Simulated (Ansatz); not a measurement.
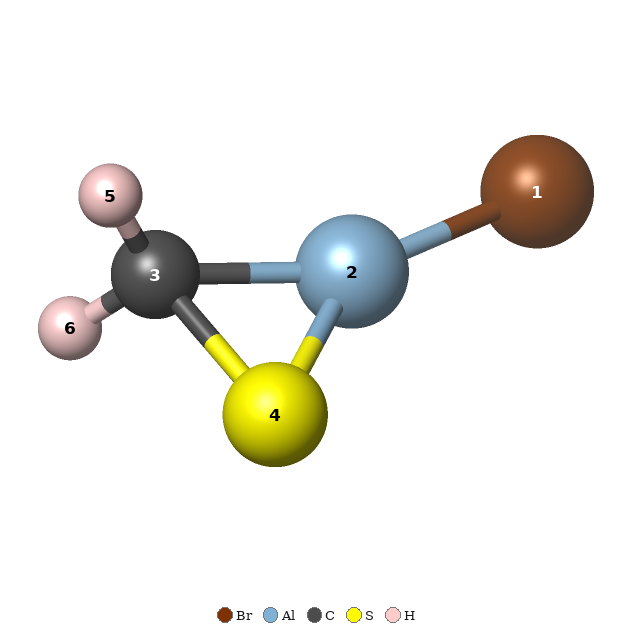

Numbered structure. The geometry was computed by an optimisation with PBE-D4/def2-SVP. No frequency run is at hand to confirm it as a minimum.

Give the bond lengths.

```json
{"bond": "Br1–Al2", "length (Å)": "2.243"}
{"bond": "Al2–C3", "length (Å)": "1.921"}
{"bond": "Al2–S4", "length (Å)": "2.133"}
{"bond": "C3–S4", "length (Å)": "1.967"}
{"bond": "C3–H5", "length (Å)": "1.107"}
{"bond": "C3–H6", "length (Å)": "1.106"}
```
